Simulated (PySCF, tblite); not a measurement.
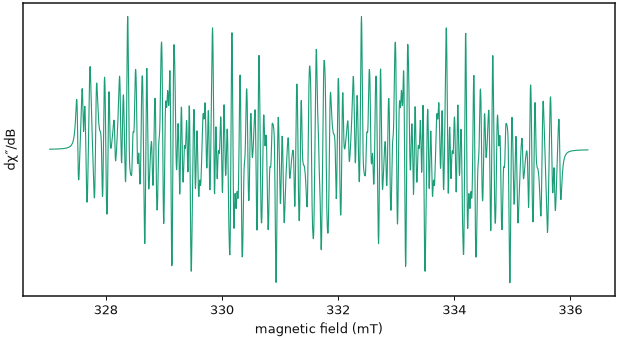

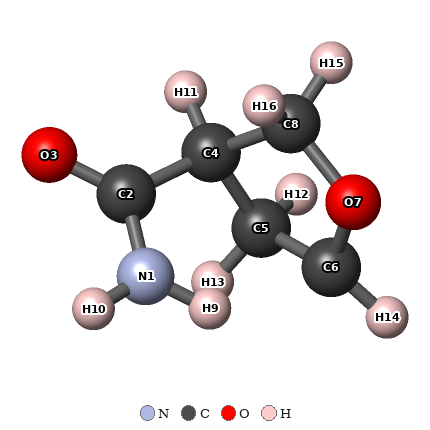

First-order isotropic EPR spectrum (fast tumbling, first derivative) of C₅H₈NO₂, SMILES NC(=O)[C@@H]1C[CH]OC1, doublet at 9.30 GHz, Lorentzian lines of 0.06 mT full width at half height, from computed g and hyperfine couplings (B3LYP/pcH-1 with PySCF, at a GFN2-xTB geometry (a minimum by its frequencies), gas phase); values of one conformer, averaged over methyl-type rotors alone; other conformers aren't averaged in; no vibrational averaging; dilute isotopes left out. The SMILES is one Lewis form and needn't show where the spin sits.

### Which couplings does the calculation give? The spectrum shows the sizes of those above the line width, not their signs.

```csv
nuclei,isotope,a (mT),a (MHz)
H12,¹H,4.02,112.9
H13,¹H,1.46,41.1
H14,¹H,−0.86,−24.2
H15,¹H,0.64,18.0
N1,¹⁴N,0.33,9.4
H9,¹H,−0.26,−7.2
H10,¹H,0.15,4.1
H16,¹H,0.13,3.6
H11,¹H,−0.09,−2.4
```

### What is the g value, and how wide is the spectrum?

g_iso = 2.0034, which centres the spectrum at 331.7 mT; it spans 8.3 mT.

Note: the tight-binding geometry is rougher than a DFT one and adds to the error.
